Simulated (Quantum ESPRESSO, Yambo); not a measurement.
# CdF2 (Fm-3m): G0W0 with Yambo, start to end, part 3 of 3

How does a plane-wave GW calculation on CdF2 (Fm-3m) run from the first input to the gap?

Quantum ESPRESSO 7.5 and Yambo 5.3.0; PBE and many-body steps on it, plane waves. Known limits of the many-body steps: not at the basis limit; d shell near the gap, gap tends to lie low; coarse k mesh.

So far. Step 3 (Bands along the symmetry lines): The gap is 3.120 eV, −0.019 eV from the run before at this level. Step 4 (Empty states on the mesh, 4×4×4 mesh, 238 bands): On this mesh the gap is 3.120 eV.

## (6) Screening and self-energy, 4×4×4 mesh, 238 bands, screening to 142.9 eV

G0W0 replaces the xc potential by the self-energy, built once from these orbitals. Only a window of levels is corrected, while the sums run over the empty bands that the input names.

This step: G0W0 on PBE with spin-orbit coupling, plane waves, norm-conserving pseudopotentials.

Input file gw4.in:

```
HF_and_locXC
gw0
dyson
ppa
em1d
rim_cut
RandQpts= 1000000
RandGvec= 1 RL
EXXRLvcs= 94 Ry
VXCRLvcs= 376 Ry
Chimod= "HARTREE"
% BndsRnXp
 1 | 238 |
%
NGsBlkXp= 10.5 Ry
% LongDrXp
 1 | 1 | 1 |
%
% GbndRnge
 1 | 238 |
%
DysSolver= "n"
ExtendOut
PPAPntXp= 27.21138 eV
% QPkrange
 8 | 8 | 31 | 38 |
 1 | 1 | 31 | 38 |
%
```

The run is started by

```console
> OMP_NUM_THREADS=1 mpirun -n 4 yambo -F gw4.in -J gw4 -C gw4 > gw4.log
```

The program printed:

```text
 Yambo, version 5.3.0

 [02] CORE Variables Setup
 =========================

  [... cell, symmetries and grids as in the set-up ...]

  [02.05] Energies & Occupations
  ==============================

  [X] === General ===
  [X] Electronic Temperature                        :  0.000000  0.000000 [eV K]
  [X] Bosonic    Temperature                        :  0.000000  0.000000 [eV K]
  [X] Finite Temperature mode                       : no
  [X] El. density                                   :  0.86947E+24 [cm-3]
  [X] Fermi Level                                   :  6.541726 [eV]

  [X] === Gaps and Widths ===
  [X] Conduction Band Min                           :  3.120445 [eV]
  [X] Valence Band Max                              :  0.000000 [eV]
  [X] Filled Bands                                  :   34
  [X] Empty Bands                                   :   35  238
  [X] Direct Gap                                    :  3.534507 [eV]
  [X] Direct Gap localized at k                     :  1
  [X] Indirect Gap                                  :  3.120445 [eV]
  [X] Indirect Gap between kpts                     :   8   1
  [X] Last valence band width                       :  0.414062 [eV]
  [X] 1st conduction band width                     :  4.979286 [eV]

 [03] Transferred momenta grid and indexing
 ==========================================

 IBZ Q-points                                      :   8
 BZ  Q-points                                      :   64

 K/Q-points units:
 rlu = crystal or reduced units; cc = cartesian coordinates; iku = interal k-units

 Q [1]          [rlu]:  0.000000  0.000000  0.000000
 Q [2]          [rlu]:  0.14198E-16 -0.27435E-16  0.25000
 Q [3]          [rlu]: -0.28396E-16  0.54870E-16 -0.50000
 Q [4]          [rlu]:  0.65886E-17  0.25000      0.25000
 Q [5]          [rlu]: -0.68688E-17  0.25000      0.50000
 Q [6]          [rlu]:  0.27115E-16  0.25000     -0.25000
 Q [7]          [rlu]: -0.13177E-16 -0.50000     -0.50000
 Q [8]          [rlu]:  0.250000 -0.500000 -0.250000

 [04] Coloumb potential Random Integration (RIM)
 ===============================================

  [04.01] RIM initialization
  ==========================

  * Diagonal components only detected *

  8 x (sBL volume)        :  0.117498 [a.u.]
  sBZ random points       :  1000000
  Points outside the sBZ  :   7999624
  RL volume               :  0.939984 [a.u.]
  Integrated volume       :  0.940028 [a.u.]

  [04.02] RIM integrals
  =====================

  Gamma point sphere radius             :  0.088844 [a.u.]
  Points outside the sphere             :   799635
  [Int_sBZ(q=0) 1/q^2]*(Vol_sBZ)^(-1/3) =:  7.763403
                                 should be <:  7.795600

  Summary of Coulomb integrals for non-metallic bands |Q|[au] RIM/Bare

  Q [1] 0.100000E-4 0.995870 * Q [2] 0.267211 1.065611
  Q [4] 0.308548 1.063726 * Q [6] 0.436353 1.025826
  Q [5] 0.511670 1.019349 * Q [3] 0.534422 1.016307
  Q [7] 0.617097 1.012926 * Q [8] 0.689935 1.009939

 [05] Dipoles
 ============

  [05.01] Setup: observables and procedures
  =========================================

  [WARNING] [x,Vnl] slows the Dipoles computation. To neglect it rename the ns.kb_pp file

 [06] Dynamic Dielectric Matrix (PPA)
 ====================================

 [WR./gw4//ndb.pp]---------------------------------------------------------------
  Brillouin Zone Q/K grids (IBZ/BZ)                :    8   64    8   64
  RL vectors                                       :   4957 [WF]
  Coulomb cutoff potential                         : none
  Electronic Temperature                           :  0.000000 [K]
  Bosonic    Temperature                           :  0.000000 [K]
  PPA    diel. fun.  energies                      : Perdew, Burke & Ernzerhof(X)+Perdew, Burke & Ernzerhof(C)
  wavefunctions                                    : Perdew, Burke & Ernzerhof(X)+Perdew, Burke & Ernzerhof(C)
  Global Gauge                                     : length
  X matrix size                                    :  169
  X band range                                     :    1  238
  X e/h energy range                               : -1.000000 -1.000000 [eV]
  X Time ordering                                  : R
  X Hxc Kernel                                     : HARTREE
  X Drude frequency                                :  0.000000  0.000000
  X poles                                          :  100.0000 [o/o]
  RL vectors in the sum                            :   4957
  [r,Vnl] included                                 : yes
  Field direction                                  :  0.577350E-5  0.577350E-5  0.577350E-5
  BZ energy Double Grid                            : no
  BZ energy DbGd points                            : 0
  BZ Q point size factor                           : -1.000000
  X Optical Averaged directions                    : none

 [07] Local Exchange-Correlation + Non-Local Fock
 ================================================

 [VXC] Plane waves :   32647
 [EXS] Plane waves :   4111

 QP @ state[ 1 ] K range:  1  1
 QP @ state[ 1 ] b range:   31   38
 QP @ state[ 2 ] K range:   8   8
 QP @ state[ 2 ] b range:   31   38

 [xc] Functional : Perdew, Burke & Ernzerhof(X)+Perdew, Burke & Ernzerhof(C)
 [xc] LIBXC used to calculate xc functional
  PP Number of Atomic Species                      :  2
  NLCC RL compoments                               :   32647
  PP Number of Atomic Species                      :  2
  NLCC RL compoments                               :   32647

 [xc] E_xc :  -24.65263 [Ha]
      E_xc :  -49.30525 [Ry]

  Local XC kind (lXC) : Perdew, Burke & Ernzerhof(X)+Perdew, Burke & Ernzerhof(C)
  Non-Local XC kind (nlXC) : Hartree-Fock

  Corrections @ K [1] :  [eV]
 <31|nlXC|31> = -32.19431 -0.75194E-17 <31|lXC|31> = -24.91249  0.582550E-8
 <32|nlXC|32> = -32.19423 -0.16290E-16 <32|lXC|32> = -24.91249  0.568638E-8
 <33|nlXC|33> = -32.47250 -0.64001E-18 <33|lXC|33> = -25.18816  0.614457E-8
 <34|nlXC|34> = -32.47250 -0.11077E-16 <34|lXC|34> = -25.18816  0.168026E-8
 <35|nlXC|35> = -7.992736 -0.36053E-17 <35|lXC|35> = -12.40379  0.308722E-8
 <36|nlXC|36> = -7.992736 -0.40665E-18 <36|lXC|36> = -12.40379 -0.45203E-09
 <37|nlXC|37> = -4.807145  0.25063E-18 <37|lXC|37> = -10.37823  0.90258E-11
 <38|nlXC|38> = -4.807145  0.46304E-18 <38|lXC|38> = -10.37823  0.81989E-09

  Corrections @ K [8] :  [eV]
 <31|nlXC|31> = -30.52418  0.11422E-17 <31|lXC|31> = -23.13630  0.95683E-09
 <32|nlXC|32> = -30.52418  0.36245E-18 <32|lXC|32> = -23.13630  0.65166E-10
 <33|nlXC|33> = -31.53786 -0.88311E-17 <33|lXC|33> = -24.40008  0.87217E-09
 <34|nlXC|34> = -31.53786 -0.87708E-17 <34|lXC|34> = -24.40008 -0.96637E-09
 <35|nlXC|35> = -10.76414  0.16291E-17 <35|lXC|35> = -16.75292  0.35094E-09
 <36|nlXC|36> = -10.76414 -0.15757E-17 <36|lXC|36> = -16.75292 -0.19023E-12
 <37|nlXC|37> = -7.008964  0.26224E-18 <37|lXC|37> = -12.04411 -0.357682E-8
 <38|nlXC|38> = -7.008964 -0.43619E-18 <38|lXC|38> = -12.04411  0.117477E-7

  [07.01] Hartree-Fock occupations report
  =======================================

  [Hartree-Fock] === General ===
  [Hartree-Fock] Electronic Temperature             :  0.000000  0.000000 [eV K]
  [Hartree-Fock] Bosonic    Temperature             :  0.000000  0.000000 [eV K]
  [Hartree-Fock] Finite Temperature mode            : no
  [Hartree-Fock] El. density                        :  0.86947E+24 [cm-3]
  [Hartree-Fock] Fermi Level                        :  6.541726 [eV]

  [Hartree-Fock] === Gaps and Widths ===
  [Hartree-Fock] Conduction Band Min                :  4.986517 [eV]
  [Hartree-Fock] Valence Band Max                   : -0.049727 [eV]
  [Hartree-Fock] Filled Bands                       :   34
  [Hartree-Fock] Empty Bands                        :   35  238
  [Hartree-Fock] Direct Gap                         :  5.380095 [eV]
  [Hartree-Fock] Direct Gap localized at k          :  2
  [Hartree-Fock] Indirect Gap                       :  5.036243 [eV]
  [Hartree-Fock] Indirect Gap between kpts          :   7   2
  [Hartree-Fock] Last valence band width            :  7.648671 [eV]
  [Hartree-Fock] 1st conduction band width          :  9.102001 [eV]

 [08] Dyson equation: Newton solver
 ==================================

  [08.01] G0W0 (W PPA)
  ====================

  [  GW  ] Bands range     :    1  238
  [GW/PPA] G damping       :  0.100000 [eV]

  QP @ state[ 1 ] K range:  1  1
  QP @ state[ 1 ] b range:   31   38
  QP @ state[ 2 ] K range:   8   8
  QP @ state[ 2 ] b range:   31   38

   Sc/G bands                                       :    1  238
   Sc/G damping                                     :  0.100000 ev
   Sc bands terminator                              : no
   Sx RL components                                 :   4111

   QP @ state[ 1 ] K range                          :  1  1
   QP @ state[ 1 ] b range                          :   31   38
   QP @ state[ 2 ] K range                          :   8   8
   QP @ state[ 2 ] b range                          :   31   38
   GF energies kind                                 : Perdew, Burke & Ernzerhof(X)+Perdew, Burke & Ernzerhof(C)
   GF WF`s kind                                     : Perdew, Burke & Ernzerhof(X)+Perdew, Burke & Ernzerhof(C)
   Xs energies kind                                 : Perdew, Burke & Ernzerhof(X)+Perdew, Burke & Ernzerhof(C)
   Xs WF`s kind                                     : Perdew, Burke & Ernzerhof(X)+Perdew, Burke & Ernzerhof(C)

 [11] Game Over & Game summary
```

It took 13 min on 4 MPI ranks of Intel Xeon Platinum 8259CL at 2.50GHz (Skylake/Cascade Lake), shared host; peak memory 3.4 GiB; 54 min of CPU time.

Numbers from this step:

```yaml
g0w0_gap_on_the_points_computed: 5.296 eV
starting_gap_on_the_mesh: 3.120 eV
k_of_the_valence_top: 0.25, -0.5, -0.25
k_of_the_conduction_bottom: 0, 0, 0
least_direct_g0w0_gap_on_the_computed_points: 5.983 eV
z_at_the_valence_top: 0.7978
z_at_the_conduction_bottom: 0.8702
```

The gap on the mesh goes from 3.12 eV to 5.30 eV, a correction of +2.18 eV.

Limits: finite bands, cutoff and mesh; d shell near the gap, gap tends to lie low; coarse k mesh. v1 is the top filled band, c1 the lowest empty one. Levels before and after the correction, in eV, zero at the valence-band top of each column:

```tsv
	conduction bottom	valence top
Kohn-Sham	3.12	0.00
G0W0	5.30	0.00
```

```tsv
	level	energy (eV)
Kohn-Sham	Γ v3	-0.525
Kohn-Sham	Γ v2-v1	-0.414
Kohn-Sham	Γ c1-c2	3.120
Kohn-Sham	Γ c3	12.329
Kohn-Sham	(0.25 -0.5 -0.25) v3	-0.605
Kohn-Sham	(0.25 -0.5 -0.25) v2-v1	0.000
Kohn-Sham	(0.25 -0.5 -0.25) c1-c2	8.100
Kohn-Sham	(0.25 -0.5 -0.25) c3	11.469
G0W0	Γ v3	-0.782
G0W0	Γ v2-v1	-0.687
G0W0	Γ c1-c2	5.296
G0W0	Γ c3	14.806
G0W0	(0.25 -0.5 -0.25) v3	-0.634
G0W0	(0.25 -0.5 -0.25) v2-v1	0.000
G0W0	(0.25 -0.5 -0.25) c1-c2	11.324
G0W0	(0.25 -0.5 -0.25) c3	13.933
```

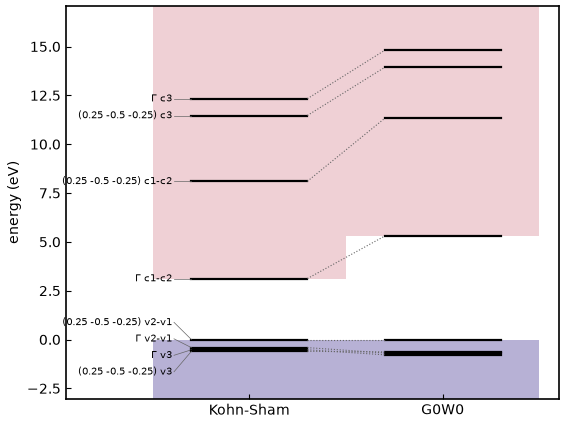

Levels before and after the correction. Shaded: valence and conduction bands.

## (7) Where the time went

Times are wall times on the hardware named with each run, good to a factor of about two.

```tsv
step	time	share	memory (GiB)
ground state	43 s	5 %	0.57
bands along the symmetry lines	41 s	4 %	0.4
empty states on the mesh	53 s	6 %	0.91
conversion and set-up	4.4 s	0 %	0.25
screening and self-energy	13 min	85 %	3.4
```

## (8) Outcome

```
PBE gap              : 3.12 eV, indirect
G0W0 gap on the mesh : 5.30 eV
GW settings          : 4×4×4 mesh, 238 bands, screening to 142.9 eV, Godby-Needs plasmon pole
known limits         : not at the basis limit; d shell near the gap, gap tends to lie low; coarse k mesh
```

**Reading.** G0W0 moves the gap on the mesh from 3.12 eV to 5.30 eV (+2.18 eV), with Z of 0.80 and 0.87 at the edges. Only 2 of the mesh's irreducible points were corrected, so a valley elsewhere could overtake. The dearest step here is «screening and self-energy». Bands and cutoff are finite, so the gap is not at the basis limit. The miss can reach some tenths of an eV and take either sign; the mesh is an error of its own. In the G0W0 run levels were corrected at 2 k points alone, so a gap called «on the mesh» is the least over those, and an edge elsewhere would be missed. The 4×4×4 mesh is coarse for this cell, which bears on the long-range parts of exchange and screening. A d shell, filled or nearly so, lies near the gap. One-shot GW converges very slowly in bands there, not always from below, and on a semilocal start the gap tends to come out low; starts rich in exact exchange can overshoot instead.

[Paths, hosts, dates, memory and timing lines, banners, echoed tables and standing remarks are left out of the program output.]

[Logs are printed without paths, hosts, clocks, repeated set-up lines and the standing remarks that a program may print on its own settings, such as how far it seeks lower states.]

[Runs of the session that timed out or met a known fault of the program may be left out.]

[Hosts, paths, dates, database ids (printed as entryN), source tags and the programs' standing remarks are cut or masked in the printed files.]
